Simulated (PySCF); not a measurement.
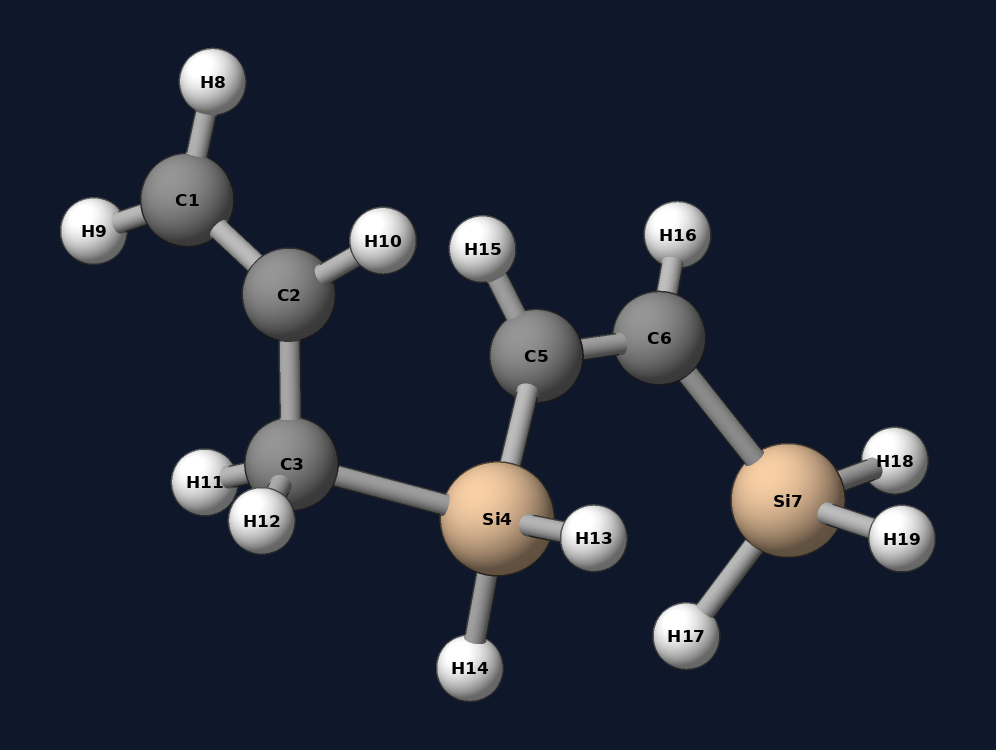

Geometry: a frame of a GFN2-xTB molecular-dynamics simulation, not a minimum. Method: GIAO PBE0/pcSseg-1 NMR shielding, non-relativistic, gas phase (PySCF 2.14.0). Principal shieldings σ11 ≤ σ22 ≤ σ33, span Ω = σ33 − σ11, skew κ = 3(σiso − σ22)/Ω.

Give the shielding tensors of the C atoms.

```csv
atom,σ11,σ22,σ33,σiso,Ω,κ
C1,−51.2,89.6,155.1,64.5,206.3,−0.36
C2,−98.5,38.0,147.5,29.0,246.0,−0.11
C3,143.6,157.1,180.1,160.3,36.6,0.26
C5,−88.6,25.9,170.3,35.9,258.9,0.12
C6,−85.9,6.0,173.8,31.3,259.7,0.29
```

Shieldings and span in ppm.
